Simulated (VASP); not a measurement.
Band structure of MoSi$_{2}$ (MoSi2 type). All values below come from AM05 GGA, VASP's PBE PAW potentials (set 64) (plane waves; VASP).

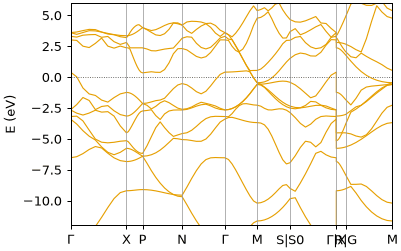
Bands along high-symmetry lines, zero at the valence-band maximum or, without a gap, the Fermi level

### Question
Read the plot: is there a gap, and where are the band edges?

### Answer
It has no gap at this level: it comes out as a metal or semimetal. (Edges off the drawn lines would not show.)

The compound is MoSi2 in the MoSi2 type structure. It was relaxed first.
